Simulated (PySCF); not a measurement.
# [Yb(NH2)2]+: other functionals and bases at one geometry

Aim: see how levels, charges and forces of [Yb(NH2)2]+ depend on the level of theory. The species was built from a template and needn't be a known compound.

Program: PySCF 2.14.0. Level of theory: several levels, as the steps say, no spin–orbit coupling. These are calculated values, not measurements.

1 further run of the same task is left out (for a known fault of the program).

**1. The system as given**

7 atoms, charge 1, spin multiplicity 1.

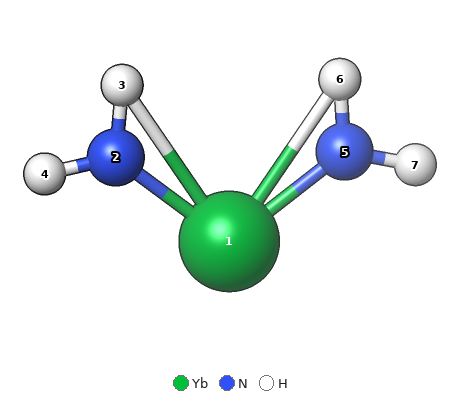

The geometry (ytterbium green, nitrogen blue, hydrogen white); atoms are numbered from 1 in the order of the file.

As a file:

```xyz
7

Yb    0.0000    0.0000   -0.2625
N     1.6073    0.1620    0.9666
H     1.5303    0.1672    1.9862
H     2.6028    0.2548    0.7566
N    -1.6073   -0.1620    0.9666
H    -1.5303   -0.1672    1.9862
H    -2.6028   -0.2548    0.7566
```

Formal oxidation states: Yb +3. Each metal's 13 4f electrons lie in its core potential, so multiplicities, spins and levels count the valence alone. An earlier session relaxed this geometry at PBE0, Yb lcecp-1-SVP with ECP59, N def2-SVP, H def2-SVP (singlet, point group C2v).

At PBE0 on the finer grid: E = -150.923486 Eh, HOMO -11.77 eV, LUMO -6.98 eV, Mulliken charge on Yb1 +1.19 e, largest force component 0.014 eV/Å. 

Levels to run: wB97X; M06-L; PBE0, TZVP. Hardware: 2 threads of Arm Neoverse V2, shared host.

**2. wB97X**

File run.py (the lines that set the calculation):

```python
mol = gto.M(atom='''
Yb     0.00000     0.00000    -0.26252
N      1.60727     0.16195     0.96659
H      1.53029     0.16719     1.98622
H      2.60283     0.25482     0.75663
N     -1.60727    -0.16195     0.96659
H     -1.53029    -0.16719     1.98622
H     -2.60283    -0.25482     0.75663''',
    basis={'Yb': 'lcecp-1-SVP', 'N': 'def2-SVP', 'H': 'def2-SVP'},
    ecp={'Yb': 'lcecp-1-SVP'},
    charge=1, spin=0)
mf = dft.RKS(mol, xc='WB97X')
mf.grids.atom_grid = (75, 302)  # f atoms: unpruned, at least (60, 302)
mf = mf.density_fit()  # fitting sets: Yb AutoAux, N def2-universal-JKFIT, H def2-universal-JKFIT
mf.conv_tol = 1e-08; mf.max_cycle = 55
mf.kernel(dm0)  # dm0: the density of the relaxed state
```

Launch:

```
$ OMP_NUM_THREADS=2 python run.py
```

The program printed:

```text
init E= -151.026199277684
  HOMO = -0.522755774989715  LUMO = -0.179331406883655  gap/eV = 9.34505
cycle= 1 E= -151.027772038157  delta_E= -0.00157  |g|= 0.0283  |ddm|= 0.104
  HOMO = -0.517027196535991  LUMO = -0.183215542319269  gap/eV = 9.08348
cycle= 2 E= -151.027847428511  delta_E= -7.54e-05  |g|= 0.0268  |ddm|= 0.0517
  HOMO = -0.521026521026139  LUMO = -0.18257606921644  gap/eV = 9.20971
cycle= 3 E= -151.028015080793  delta_E= -0.000168  |g|= 0.00379  |ddm|= 0.0228
  HOMO = -0.520597678133537  LUMO = -0.182575063683936  gap/eV = 9.19806
cycle= 4 E= -151.028022820965  delta_E= -7.74e-06  |g|= 0.000818  |ddm|= 0.00674
  HOMO = -0.520668014592285  LUMO = -0.182778898816736  gap/eV = 9.19443
cycle= 5 E= -151.02802332374  delta_E= -5.03e-07  |g|= 0.000205  |ddm|= 0.00197
  HOMO = -0.520667058020689  LUMO = -0.182800711808584  gap/eV = 9.19381
cycle= 6 E= -151.028023394496  delta_E= -7.08e-08  |g|= 5.6e-05  |ddm|= 0.000755
  HOMO = -0.520670709694142  LUMO = -0.182800485982982  gap/eV = 9.19392
cycle= 7 E= -151.028023398457  delta_E= -3.96e-09  |g|= 1.65e-05  |ddm|= 0.000169
  HOMO = -0.52067034983323  LUMO = -0.182802320670525  gap/eV = 9.19386
Extra cycle  E= -151.028023398766  delta_E= -3.09e-10  |g|= 7.68e-06  |ddm|= 3.88e-05
converged SCF energy = -151.028023398766
```

Run time: 4.2 s. Hardware: 2 threads of Arm Neoverse V2, shared host.

Read off: E = -151.028023 Eh, HOMO -14.17 eV, LUMO -4.97 eV, Mulliken charge on Yb1 +1.22 e, largest force component 0.105 eV/Å. 

**3. M06-L**

Changes to run.py (the lines that set the calculation) since step 2:

```diff
@@ -11,3 +11,3 @@
     charge=1, spin=0)
-mf = dft.RKS(mol, xc='WB97X')
+mf = dft.RKS(mol, xc='M06L')
 mf.grids.atom_grid = (75, 302)  # f atoms: unpruned, at least (60, 302)
```

Launch:

```
$ OMP_NUM_THREADS=2 python run.py
```

The program printed:

```text
init E= -151.055987055219
  HOMO = -0.392204316797022  LUMO = -0.246001339248224  gap/eV = 3.97839
cycle= 1 E= -151.058829396314  delta_E= -0.00284  |g|= 0.0244  |ddm|= 0.172
  HOMO = -0.383140835053578  LUMO = -0.247182202586124  gap/eV = 3.69962
cycle= 2 E= -151.05839509611  delta_E= 0.000434  |g|= 0.0482  |ddm|= 0.055
  HOMO = -0.387132839487659  LUMO = -0.246267229591965  gap/eV = 3.83315
cycle= 3 E= -151.058962638112  delta_E= -0.000568  |g|= 0.00482  |ddm|= 0.0437
  HOMO = -0.387062308637072  LUMO = -0.246701898881298  gap/eV = 3.81940
cycle= 4 E= -151.058969424234  delta_E= -6.79e-06  |g|= 0.00103  |ddm|= 0.00833
  HOMO = -0.387021775618154  LUMO = -0.246519728295644  gap/eV = 3.82326
cycle= 5 E= -151.058969837085  delta_E= -4.13e-07  |g|= 0.000217  |ddm|= 0.00195
  HOMO = -0.387024671887436  LUMO = -0.246533658033858  gap/eV = 3.82296
cycle= 6 E= -151.058969851629  delta_E= -1.45e-08  |g|= 4.71e-05  |ddm|= 0.000271
  HOMO = -0.387018717263715  LUMO = -0.246533607843309  gap/eV = 3.82279
cycle= 7 E= -151.058969852135  delta_E= -5.06e-10  |g|= 8.47e-06  |ddm|= 5.49e-05
  HOMO = -0.387018510968557  LUMO = -0.246535602542213  gap/eV = 3.82273
Extra cycle  E= -151.058969852109  delta_E= 2.59e-11  |g|= 1.28e-05  |ddm|= 2.5e-05
converged SCF energy = -151.058969852109
```

Run time: 5.6 s. Hardware: 2 threads of Arm Neoverse V2, shared host.

Read off: E = -151.058970 Eh, HOMO -10.53 eV, LUMO -6.71 eV, Mulliken charge on Yb1 +1.28 e, largest force component 0.307 eV/Å. 

**4. PBE0, TZVP**

Basis: Yb lcecp-1-TZVP with ECP59, N def2-TZVP, H def2-TZVP. 

File run.py (the lines that set the calculation):

```python
mol = gto.M(atom='''
Yb     0.00000     0.00000    -0.26252
N      1.60727     0.16195     0.96659
H      1.53029     0.16719     1.98622
H      2.60283     0.25482     0.75663
N     -1.60727    -0.16195     0.96659
H     -1.53029    -0.16719     1.98622
H     -2.60283    -0.25482     0.75663''',
    basis={'Yb': 'lcecp-1-TZVP', 'N': 'def2-TZVP', 'H': 'def2-TZVP'},
    ecp={'Yb': 'lcecp-1-TZVP'},
    charge=1, spin=0)
mf = dft.RKS(mol, xc='PBE0')
mf.grids.atom_grid = (75, 302)  # f atoms: unpruned, at least (60, 302)
mf = mf.density_fit()  # fitting sets: Yb AutoAux, N def2-universal-JKFIT, H def2-universal-JKFIT
mf.conv_tol = 1e-08; mf.max_cycle = 55
mf.kernel(dm0)  # dm0: free metal ions and neutral atoms
```

Launch:

```
$ OMP_NUM_THREADS=2 python run.py
```

The program printed:

```text
init E= -150.704329595401
  HOMO = -0.555037875492637  LUMO = -0.333161974702493  gap/eV = 6.03755
cycle= 1 E= -150.84069733006  delta_E= -0.136  |g|= 0.976  |ddm|= 2.27
  HOMO = -0.285924199609928  LUMO = -0.254041628014964  gap/eV = 0.86757
cycle= 2 E= -150.222479153021  delta_E= 0.618  |g|= 1.85  |ddm|= 1.71
  HOMO = -0.430822710005221  LUMO = -0.233218971263888  gap/eV = 5.37707
cycle= 3 E= -151.043197121808  delta_E= -0.821  |g|= 0.187  |ddm|=  1.3
  HOMO = -0.434783689641113  LUMO = -0.262445318563042  gap/eV = 4.68957
cycle= 4 E= -151.05417817812  delta_E= -0.011  |g|= 0.0449  |ddm|= 0.236
  HOMO = -0.432629594730495  LUMO = -0.257409497686645  gap/eV = 4.76798
cycle= 5 E= -151.054719117536  delta_E= -0.000541  |g|= 0.00803  |ddm|= 0.0453
  HOMO = -0.432978281387438  LUMO = -0.256764204954759  gap/eV = 4.79503
cycle= 6 E= -151.054733698945  delta_E= -1.46e-05  |g|= 0.00167  |ddm|= 0.00703
  HOMO = -0.433152840464761  LUMO = -0.256769525597807  gap/eV = 4.79963
cycle= 7 E= -151.054734360376  delta_E= -6.61e-07  |g|= 0.000205  |ddm|= 0.0013
  HOMO = -0.433152506018785  LUMO = -0.256769844873361  gap/eV = 4.79962
cycle= 8 E= -151.054734372182  delta_E= -1.18e-08  |g|= 3.25e-05  |ddm|= 0.000212
  HOMO = -0.433148652803298  LUMO = -0.256771418480808  gap/eV = 4.79947
cycle= 9 E= -151.054734372778  delta_E= -5.96e-10  |g|= 5.86e-06  |ddm|= 5.1e-05
  HOMO = -0.433148786453185  LUMO = -0.256771888468277  gap/eV = 4.79946
Extra cycle  E= -151.054734372795  delta_E= -1.74e-11  |g|= 2.45e-06  |ddm|= 1.12e-05
converged SCF energy = -151.054734372795
```

It took 8.6 s on 2 threads of Arm Neoverse V2, shared host.

It gives: E = -151.054734 Eh, HOMO -11.79 eV, LUMO -6.99 eV, Mulliken charge on Yb1 +1.63 e, largest force component 0.310 eV/Å. 

**5. Results**

| level | state | HOMO (eV) | gap (eV) | charge on Yb1 (e) | dipole (D) | largest force (eV/Å) | basis functions | time |
| --- | --- | --- | --- | --- | --- | --- | --- | --- |
| PBE0 (relaxed here) | singlet | -11.77 | 4.79 | 1.19 | 2.77 | 0.01 | 81 | 8.6 s |
| wB97X | singlet | -14.17 | 9.19 | 1.22 | 3.15 | 0.11 | 81 | 4.2 s |
| M06-L | singlet | -10.53 | 3.82 | 1.28 | 2.90 | 0.31 | 81 | 5.6 s |
| PBE0, TZVP | singlet | -11.79 | 4.80 | 1.63 | 3.02 | 0.31 | 133 | 8.6 s |

Times are on 2 threads of Arm Neoverse V2, shared host; the first row also made further properties. The dipole of a charged species depends on the origin, so these sizes hold for this origin alone.

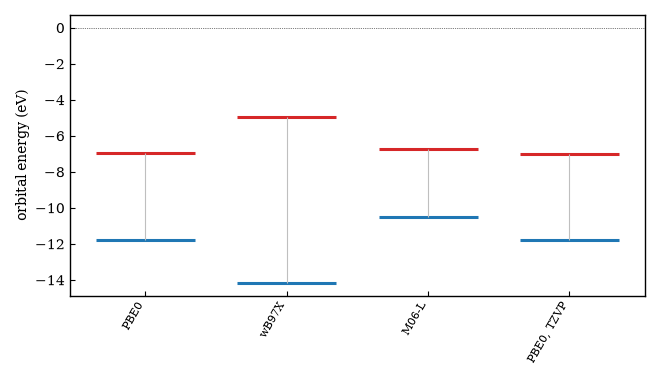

Highest filled and lowest empty level, method by method.

In one basis the HOMO–LUMO gap runs from 3.82 eV (M06-L) to 9.19 eV (wB97X). The largest leftover force, 0.31 eV/Å with PBE0, TZVP, stands at a geometry relaxed at another level. The Mulliken charge on Yb spans +1.19 to +1.63 e over the levels. With 4f in the core, its levels are missing from HOMO and gap. Total energies of different levels can't be compared. Spin–orbit coupling is left out throughout.
